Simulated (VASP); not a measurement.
Band structure of SnSe (space group Fm-3m). Computed with modified Becke-Johnson potential (mBJ) with spin-orbit coupling, VASP's PBE PAW potentials (set 64) (plane waves; VASP).

mBJ is a potential without an energy functional, so only the levels count.

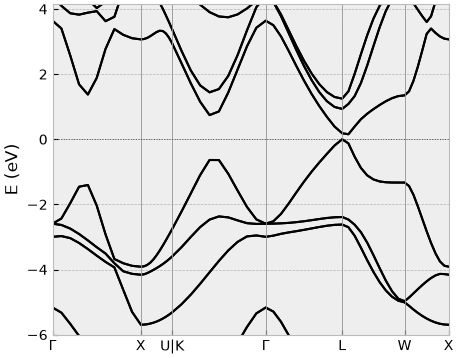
*Bands along high-symmetry lines, zero at the valence-band maximum or, without a gap, the Fermi level*

Task: Read the plot: is there a gap, and where are the band edges?

Result: The gap is indirect, 0.15 eV, from the valence maximum at L to the conduction minimum at L-W at 0.10.

The structure comes from a computed database's SnSe entry (Fm-3m); how it stands against other phases isn't given here. It was relaxed first. The cell's shape comes from a PBE relaxation.
